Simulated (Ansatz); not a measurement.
**C4H5F: molecular dynamics (part 2 of 3)**

Continued. System: C4H5F, SMILES CC1=C(F)C1. Method: RKS BLYP/6-31G* (Ansatz 0.2.0). The geometry comes from this level: PBE0-D4/def2-TZVP.

Geometry of the input (Å):
```
C  -1.4164  -0.4545  -0.1591
C  0.0136  -0.1334  -0.1372
C  1.2403  -0.2129  -0.4950
F  2.1481  -0.7560  -1.2729
C  1.0587  0.7598  0.5777
H  -2.0093  0.4389  -0.3752
H  -1.7423  -0.8304  0.8151
H  -1.6393  -1.2097  -0.9143
H  1.3528  0.5157  1.6019
H  1.0769  1.8313  0.3621
```

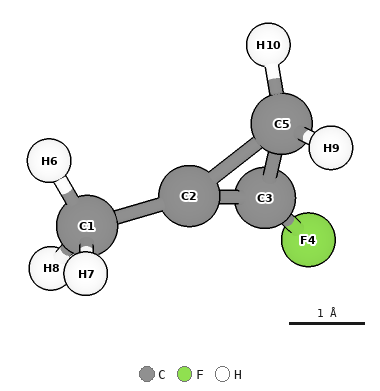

The geometry at step 16 of the log (ball-and-stick view, seen at a tilt; atoms are numbered from 1 in the order of the input).

Trajectory as extended XYZ, continued
```
10
Properties=species:S:1:pos:R:3:forces:R:3 step=3 time_fs=3.0 energy=-6940.68056 temperature=359.8
C    -1.4145   -0.4400   -0.1634   -0.5023  -1.9082  -1.0177
C     0.0006   -0.1332   -0.1104    2.0100   0.0344  -1.8652
C     1.2662   -0.2044   -0.5007   -2.8465   0.0385   0.9421
F     2.1447   -0.7613   -1.2720    1.5925  -0.8618  -1.2429
C     1.0444    0.7557    0.5598    0.8302  -0.5757   2.7200
H    -2.0529    0.3952   -0.3984   -0.5005   0.9181   0.5711
H    -1.5822   -0.9421    0.7848   -1.1129   0.0995   0.6694
H    -1.7319   -1.1937   -0.9572    0.7963   0.4178   0.5433
H     1.3462    0.5671    1.6405   -0.1310  -0.2409  -0.6184
H     1.1181    1.7933    0.4152   -0.1358   2.0782  -0.7017
10
Properties=species:S:1:pos:R:3:forces:R:3 step=5 time_fs=5.0 energy=-6940.56086 temperature=241.8
C    -1.4149   -0.4371   -0.1700   -1.2876  -1.7667  -0.0063
C    -0.0015   -0.1331   -0.0990    2.3804   0.1651  -2.4281
C     1.2736   -0.1986   -0.5012   -3.2743  -0.1706   0.9594
F     2.1462   -0.7670   -1.2744    1.5062  -0.7661  -1.1231
C     1.0378    0.7510    0.5578    1.1659   1.9709   2.6396
H    -2.1046    0.4072   -0.3903    0.2711   0.1140   1.0156
H    -1.5244   -1.0135    0.7968   -1.2291   0.7892  -0.3530
H    -1.7610   -1.1670   -0.9645    0.9605   0.2446   0.3601
H     1.3371    0.5913    1.6424   -0.1086  -0.3817  -0.5766
H     1.1396    1.8584    0.4205   -0.3846  -0.1986  -0.4876
10
Properties=species:S:1:pos:R:3:forces:R:3 step=6 time_fs=6.0 energy=-6940.51830 temperature=203.0
C    -1.4165   -0.4379   -0.1736   -1.3882  -1.3776   0.6002
C     0.0004   -0.1328   -0.0962    2.0671   0.2072  -2.4738
C     1.2734   -0.1958   -0.5003   -2.9685  -0.3262   0.7751
F     2.1482   -0.7705   -1.2765    1.2988  -0.6261  -0.9391
C     1.0359    0.7506    0.5600    1.2142   2.8686   2.2682
H    -2.1286    0.4169   -0.3726    0.6361  -0.2613   1.0874
H    -1.5130   -1.0395    0.8001   -1.2160   1.0044  -0.6806
H    -1.7619   -1.1494   -0.9621    0.8608  -0.0123   0.0453
H     1.3308    0.5982    1.6347   -0.0327  -0.4183  -0.3254
H     1.1454    1.8938    0.4155   -0.4716  -1.0583  -0.3573
10
Properties=species:S:1:pos:R:3:forces:R:3 step=7 time_fs=7.0 energy=-6940.52284 temperature=208.7
C    -1.4193   -0.4397   -0.1766   -1.2362  -0.8802   1.1845
C     0.0039   -0.1324   -0.0954    1.4979   0.2358  -2.3779
C     1.2708   -0.1933   -0.4987   -2.3890  -0.4915   0.5072
F     2.1508   -0.7742   -1.2791    1.0154  -0.4451  -0.7009
C     1.0350    0.7524    0.5640    1.1608   3.3251   1.7130
H    -2.1465    0.4241   -0.3445    0.8756  -0.5065   1.0325
H    -1.5132   -1.0559    0.7969   -1.1569   1.0687  -0.8100
H    -1.7545   -1.1319   -0.9594    0.6609  -0.3292  -0.3711
H     1.3242    0.6012    1.6238    0.0787  -0.4359   0.0537
H     1.1467    1.9190    0.4071   -0.5072  -1.5412  -0.2310
10
Properties=species:S:1:pos:R:3:forces:R:3 step=8 time_fs=8.0 energy=-6940.59582 temperature=279.0
C    -1.4230   -0.4423   -0.1788   -0.8942  -0.3972   1.6192
C     0.0086   -0.1318   -0.0964    0.7371   0.2547  -2.1508
C     1.2663   -0.1912   -0.4967   -1.5981  -0.6436   0.1944
F     2.1539   -0.7782   -1.2820    0.6910  -0.2456  -0.4378
C     1.0350    0.7569    0.5694    1.0321   3.3940   1.0588
H    -2.1561    0.4264   -0.3065    0.9614  -0.5965   0.8614
H    -1.5245   -1.0620    0.7859   -1.0536   0.9686  -0.7384
H    -1.7408   -1.1175   -0.9601    0.4190  -0.5995  -0.7712
H     1.3183    0.5999    1.6134    0.2010  -0.4355   0.4752
H     1.1431    1.9295    0.3964   -0.4955  -1.6994  -0.1107
10
Properties=species:S:1:pos:R:3:forces:R:3 step=9 time_fs=9.0 energy=-6940.73205 temperature=408.2
C    -1.4274   -0.4452   -0.1796   -0.4532  -0.0830   1.7024
C     0.0138   -0.1310   -0.0992   -0.1480   0.2660  -1.8038
C     1.2605   -0.1896   -0.4946   -0.6643  -0.7602  -0.1274
F     2.1574   -0.7823   -1.2852    0.3590  -0.0493  -0.1767
C     1.0358    0.7642    0.5757    0.8732   3.0826   0.4711
H    -2.1564    0.4231   -0.2603    0.8840  -0.5158   0.5953
H    -1.5459   -1.0589    0.7679   -0.9134   0.6937  -0.4639
H    -1.7231   -1.1089   -0.9683    0.2127  -0.6769  -0.9745
H     1.3144    0.5945    1.6075    0.2912  -0.4044   0.7846
H     1.1348    1.9237    0.3848   -0.4412  -1.5527  -0.0069
10
Properties=species:S:1:pos:R:3:forces:R:3 step=10 time_fs=10.0 energy=-6940.88855 temperature=554.3
C    -1.4323   -0.4482   -0.1790    0.0331  -0.0355   1.2945
C     0.0190   -0.1300   -0.1035   -1.0787   0.2686  -1.3571
C     1.2541   -0.1886   -0.4926    0.3305  -0.8230  -0.4254
F     2.1611   -0.7865   -1.2884    0.0468   0.1272   0.0625
C     1.0374    0.7739    0.5823    0.7250   2.3167   0.1335
H    -2.1483    0.4148   -0.2084    0.6494  -0.2571   0.2657
H    -1.5760   -1.0491    0.7454   -0.7498   0.2503  -0.0059
H    -1.7034   -1.1068   -0.9858    0.0817  -0.4772  -0.8506
H     1.3132    0.5852    1.6092    0.3077  -0.3164   0.8277
H     1.1223    1.9031    0.3730   -0.3459  -1.0536   0.0550
10
Properties=species:S:1:pos:R:3:forces:R:3 step=12 time_fs=12.0 energy=-6940.95892 temperature=620.3
C    -1.4414   -0.4543   -0.1754    1.0227  -0.5218  -0.3051
C     0.0261   -0.1273   -0.1148   -2.6493   0.2299  -0.3190
C     1.2430   -0.1886   -0.4898    2.0769  -0.7481  -0.8198
F     2.1683   -0.7945   -1.2947   -0.4493   0.3895   0.4335
C     1.0421    0.7979    0.5959    0.4960  -0.7300   0.3603
H    -2.1167    0.3947   -0.1002   -0.0632   0.5828  -0.4069
H    -1.6561   -1.0276    0.7055   -0.3835  -0.7768   0.9336
H    -1.6623   -1.1123   -1.0412   -0.0945   0.3877   0.0769
H     1.3191    0.5591    1.6339    0.1242   0.0783   0.1233
H     1.0885    1.8403    0.3509   -0.0799   1.1084  -0.0768
10
Properties=species:S:1:pos:R:3:forces:R:3 step=13 time_fs=13.0 energy=-6940.85047 temperature=522.9
C    -1.4449   -0.4579   -0.1737    1.2725  -0.8022  -0.7124
C     0.0267   -0.1257   -0.1211   -3.0344   0.1796   0.1640
C     1.2396   -0.1896   -0.4893    2.5909  -0.6168  -0.8578
F     2.1717   -0.7982   -1.2975   -0.6170   0.4741   0.5578
C     1.0451    0.8097    0.6031    0.4059  -2.3483   0.5797
H    -2.1001    0.3910   -0.0504   -0.2984   0.8637  -0.6804
H    -1.7026   -1.0256    0.6970   -0.1290  -1.0071   0.9537
H    -1.6427   -1.1117   -1.0703   -0.2176   0.7418   0.5195
H     1.3244    0.5461    1.6501    0.0038   0.3249  -0.3225
H     1.0698    1.8188    0.3393    0.0232   2.1902  -0.2016
10
Properties=species:S:1:pos:R:3:forces:R:3 step=14 time_fs=14.0 energy=-6940.77077 temperature=448.2
C    -1.4474   -0.4622   -0.1725    1.1606  -0.9205  -0.5607
C     0.0248   -0.1239   -0.1273   -3.0162   0.1087   0.5550
C     1.2383   -0.1910   -0.4895    2.7425  -0.4419  -0.7681
F     2.1747   -0.8017   -1.3001   -0.7291   0.5319   0.6411
C     1.0484    0.8196    0.6107    0.3094  -3.0334   0.4622
H    -2.0863    0.3955   -0.0072   -0.3178   0.8428  -0.9095
H    -1.7504   -1.0334    0.6976    0.2129  -0.9204   0.5621
H    -1.6252   -1.1040   -1.0944   -0.3637   0.9258   0.7826
H     1.3298    0.5361    1.6632   -0.0829   0.5288  -0.6264
H     1.0514    1.8184    0.3258    0.0842   2.3782  -0.1382
10
Properties=species:S:1:pos:R:3:forces:R:3 step=15 time_fs=15.0 energy=-6940.75661 temperature=429.9
C    -1.4490   -0.4671   -0.1718    0.7497  -0.7801  -0.0075
C     0.0206   -0.1221   -0.1330   -2.5754   0.0266   0.8304
C     1.2392   -0.1928   -0.4903    2.5135  -0.2379  -0.5585
F     2.1774   -0.8049   -1.3024   -0.7890   0.5669   0.6866
C     1.0519    0.8271    0.6187    0.1497  -2.5790  -0.1285
H    -2.0756    0.4080    0.0274   -0.1604   0.5323  -1.0981
H    -1.7961   -1.0499    0.7037    0.5962  -0.6234  -0.0283
H    -1.6112   -1.0874   -1.1111   -0.5146   0.9261   0.8264
H     1.3343    0.5313    1.6703   -0.1175   0.6465  -0.7188
H     1.0337    1.8407    0.3110    0.1478   1.5220   0.1963
10
Properties=species:S:1:pos:R:3:forces:R:3 step=16 time_fs=16.0 energy=-6940.74366 temperature=415.2
C    -1.4500   -0.4727   -0.1711    0.2426  -0.3989   0.6866
C     0.0143   -0.1202   -0.1380   -1.7771  -0.0536   0.9934
C     1.2422   -0.1948   -0.4916    1.9597  -0.0164  -0.2580
F     2.1796   -0.8079   -1.3043   -0.8037   0.5828   0.7004
C     1.0556    0.8325    0.6266   -0.0982  -1.5967  -1.0200
H    -2.0664    0.4257    0.0514    0.0512   0.0819  -1.2244
H    -1.8360   -1.0724    0.7094    0.9351  -0.2729  -0.5671
H    -1.6021   -1.0619   -1.1198   -0.6549   0.7590   0.6463
H     1.3377    0.5326    1.6706   -0.0953   0.6606  -0.5881
H     1.0175    1.8775    0.2980    0.2406   0.2542   0.6309
10
Properties=species:S:1:pos:R:3:forces:R:3 step=17 time_fs=17.0 energy=-6940.69397 temperature=369.4
C    -1.4508   -0.4786   -0.1698   -0.1840   0.1164   1.3285
C     0.0065   -0.1183   -0.1422   -0.7489  -0.1250   1.0628
C     1.2467   -0.1968   -0.4930    1.1912   0.2082   0.0888
F     2.1815   -0.8105   -1.3058   -0.7821   0.5833   0.6901
C     1.0592    0.8366    0.6336   -0.3982  -0.7020  -1.9612
H    -2.0568    0.4442    0.0638    0.2086  -0.3430  -1.2562
H    -1.8671   -1.0975    0.7097    1.1672   0.0272  -0.9183
H    -1.5993   -1.0292   -1.1223   -0.7719   0.4664   0.2713
H     1.3402    0.5403    1.6652   -0.0221   0.5766  -0.2658
H     1.0035    1.9168    0.2911    0.3403  -0.8083   0.9599
10
Properties=species:S:1:pos:R:3:forces:R:3 step=19 time_fs=19.0 energy=-6940.62299 temperature=305.6
C    -1.4530   -0.4898   -0.1637   -0.5301   1.0149   1.8220
C    -0.0099   -0.1150   -0.1481    1.4040  -0.2469   1.0068
C     1.2579   -0.2001   -0.4955   -0.4856   0.5996   0.7336
F     2.1840   -0.8149   -1.3078   -0.6739   0.5571   0.6324
C     1.0653    0.8437    0.6423   -0.9122   0.1322  -3.2870
H    -2.0310    0.4684    0.0532    0.1942  -0.7480  -0.9763
H    -1.8947   -1.1450    0.6828    1.2301   0.3066  -0.9508
H    -1.6165   -0.9537   -1.1241   -0.8539  -0.1510  -0.5845
H     1.3456    0.5707    1.6509    0.1733   0.2411   0.5402
H     0.9862    1.9660    0.3061    0.4544  -1.7058   1.0636
10
Properties=species:S:1:pos:R:3:forces:R:3 step=20 time_fs=20.0 energy=-6940.67511 temperature=353.8
C    -1.4547   -0.4943   -0.1585   -0.4429   1.2058   1.2991
C    -0.0168   -0.1136   -0.1499    2.2767  -0.3026   0.9146
C     1.2632   -0.2011   -0.4960   -1.1851   0.7398   0.9584
F     2.1847   -0.8167   -1.3084   -0.6127   0.5415   0.6040
C     1.0673    0.8472    0.6430   -1.0017   0.0299  -3.3428
H    -2.0149    0.4703    0.0329    0.0200  -0.6638  -0.6754
H    -1.8906   -1.1647    0.6552    1.0494   0.2324  -0.6356
H    -1.6373   -0.9167   -1.1316   -0.7551  -0.2869  -0.6736
H     1.3503    0.5902    1.6497    0.2058   0.0851   0.6931
H     0.9838    1.9673    0.3291    0.4456  -1.5812   0.8582
10
Properties=species:S:1:pos:R:3:forces:R:3 step=21 time_fs=21.0 energy=-6940.75727 temperature=427.9
C    -1.4567   -0.4978   -0.1522   -0.2006   1.2529   0.1909
C    -0.0219   -0.1125   -0.1508    2.8971  -0.3528   0.7986
C     1.2676   -0.2016   -0.4956   -1.6981   0.8327   1.0884
F     2.1852   -0.8182   -1.3086   -0.5641   0.5325   0.5886
C     1.0684    0.8508    0.6409   -0.9279  -0.4693  -2.8704
H    -1.9987    0.4659    0.0061   -0.2407  -0.3995  -0.2991
H    -1.8765   -1.1822    0.6216    0.7335  -0.0130  -0.1236
H    -1.6654   -0.8825   -1.1455   -0.5372  -0.2942  -0.4113
H     1.3570    0.6105    1.6551    0.1527  -0.0287   0.5363
H     0.9858    1.9534    0.3604    0.3854  -1.0606   0.5016
10
Properties=species:S:1:pos:R:3:forces:R:3 step=22 time_fs=22.0 energy=-6940.78846 temperature=455.0
C    -1.4590   -0.5003   -0.1458    0.1504   1.2661  -1.2208
C    -0.0247   -0.1116   -0.1512    3.2171  -0.3913   0.6758
C     1.2706   -0.2013   -0.4945   -1.9847   0.8748   1.1150
F     2.1853   -0.8194   -1.3085   -0.5390   0.5355   0.5928
C     1.0689    0.8541    0.6365   -0.7162  -1.3694  -1.9944
H    -1.9848    0.4577   -0.0235   -0.5421  -0.0209   0.1099
H    -1.8554   -1.1998    0.5867    0.3355  -0.3877   0.4865
H    -1.6986   -0.8511   -1.1633   -0.2305  -0.2606   0.0550
H     1.3652    0.6306    1.6657    0.0339  -0.1220   0.1511
H     0.9914    1.9294    0.3964    0.2757  -0.1245   0.0292
10
Properties=species:S:1:pos:R:3:forces:R:3 step=23 time_fs=23.0 energy=-6940.72549 temperature=398.0
C    -1.4611   -0.5019   -0.1404    0.4807   1.2706  -2.4645
C    -0.0249   -0.1111   -0.1510    3.2176  -0.4116   0.5647
C     1.2720   -0.2003   -0.4924   -2.0247   0.8616   1.0373
F     2.1852   -0.8204   -1.3081   -0.5431   0.5535   0.6193
C     1.0688    0.8562    0.6305   -0.4446  -2.4728  -0.9979
H    -1.9761    0.4492   -0.0520   -0.8065   0.3433   0.5020
H    -1.8311   -1.2212    0.5565   -0.0210  -0.7165   0.9799
H    -1.7340   -0.8222   -1.1807    0.1031  -0.2616   0.5075
H     1.3737    0.6495    1.6777   -0.1022  -0.2261  -0.2847
H     0.9996    1.9042    0.4327    0.1407   1.0596  -0.4637
10
Properties=species:S:1:pos:R:3:forces:R:3 step=24 time_fs=24.0 energy=-6940.62996 temperature=312.2
C    -1.4628   -0.5023   -0.1369    0.6182   1.1743  -3.1302
C    -0.0225   -0.1109   -0.1503    2.9034  -0.4109   0.4810
C     1.2718   -0.1987   -0.4895   -1.8165   0.7858   0.8578
F     2.1848   -0.8210   -1.3075   -0.5758   0.5858   0.6650
C     1.0683    0.8563    0.6238   -0.2098  -3.2184  -0.1811
H    -1.9752    0.4440   -0.0758   -0.9422   0.5366   0.8383
H    -1.8069   -1.2494    0.5357   -0.2002  -0.7355   1.1183
H    -1.7685   -0.7958   -1.1931    0.4051  -0.3176   0.8029
H     1.3812    0.6662    1.6870   -0.2132  -0.3514  -0.6215
H     1.0092    1.8891    0.4645    0.0310   1.9513  -0.8304
10
Properties=species:S:1:pos:R:3:forces:R:3 step=26 time_fs=26.0 energy=-6940.63088 temperature=307.8
C    -1.4648   -0.5007   -0.1375    0.2634   0.6684  -2.6013
C    -0.0112   -0.1114   -0.1479    1.4513  -0.3586   0.4199
C     1.2674   -0.1936   -0.4818   -0.7471   0.4311   0.2203
F     2.1831   -0.8215   -1.3050   -0.6938   0.6743   0.7843
C     1.0669    0.8490    0.6102   -0.0067  -1.8094   0.5231
H    -1.9997    0.4484   -0.0967   -0.6604   0.1646   1.2676
H    -1.7643   -1.3230    0.5237   -0.0650   0.3272   0.3819
H    -1.8235   -0.7531   -1.1941    0.7768  -0.5195   0.7830
H     1.3895    0.6883    1.6861   -0.2938  -0.6012  -0.7872
H     1.0289    1.9149    0.5029   -0.0246   1.0229  -0.9915
10
Properties=species:S:1:pos:R:3:forces:R:3 step=27 time_fs=27.0 energy=-6940.65377 temperature=328.8
C    -1.4654   -0.4989   -0.1412    0.0553   0.5067  -1.8318
C    -0.0035   -0.1121   -0.1462    0.4393  -0.3135   0.4315
C     1.2641   -0.1905   -0.4776    0.0084   0.1722  -0.2018
F     2.1817   -0.8212   -1.3032   -0.7543   0.7174   0.8395
C     1.0662    0.8427    0.6039    0.0197  -0.3524   0.5597
H    -2.0226    0.4544   -0.0898   -0.3241  -0.2388   1.3349
H    -1.7444   -1.3582    0.5254    0.0351   0.9554  -0.0679
H    -1.8405   -0.7386   -1.1829    0.8104  -0.6201   0.4845
H     1.3895    0.6912    1.6743   -0.2600  -0.6797  -0.6181
H     1.0384    1.9467    0.5078   -0.0297  -0.1471  -0.9306
10
Properties=species:S:1:pos:R:3:forces:R:3 step=28 time_fs=28.0 energy=-6940.64342 temperature=321.1
C    -1.4660   -0.4968   -0.1463   -0.0137   0.4857  -0.9476
C     0.0046   -0.1131   -0.1441   -0.6252  -0.2600   0.4486
C     1.2607   -0.1872   -0.4735    0.7931  -0.1126  -0.6476
F     2.1799   -0.8205   -1.3010   -0.7970   0.7507   0.8788
C     1.0655    0.8361    0.5981    0.0263   0.8612   0.4644
H    -2.0486    0.4581   -0.0701    0.0334  -0.6147   1.2897
H    -1.7242   -1.3843    0.5265    0.0755   1.3750  -0.3709
H    -1.8498   -0.7301   -1.1669    0.7338  -0.6980   0.0286
H     1.3870    0.6877    1.6566   -0.1802  -0.7096  -0.3032
H     1.0476    1.9772    0.5039   -0.0459  -1.0776  -0.8408
10
Properties=species:S:1:pos:R:3:forces:R:3 step=29 time_fs=29.0 energy=-6940.63320 temperature=313.9
C    -1.4665   -0.4943   -0.1522    0.0720   0.5686  -0.0610
C     0.0122   -0.1143   -0.1417   -1.6056  -0.2023   0.4457
C     1.2580   -0.1840   -0.4700    1.4864  -0.3993  -1.0701
F     2.1778   -0.8195   -1.2984   -0.8084   0.7677   0.8933
C     1.0649    0.8303    0.5927    0.0178   1.6732   0.2765
H    -2.0742    0.4560   -0.0380    0.3454  -0.8811   1.1336
H    -1.7033   -1.3973    0.5240    0.0576   1.5245  -0.4968
H    -1.8520   -0.7283   -1.1508    0.5683  -0.7354  -0.5035
H     1.3827    0.6774    1.6360   -0.0670  -0.6894   0.1079
H     1.0563    1.9974    0.4919   -0.0666  -1.6266  -0.7255
```
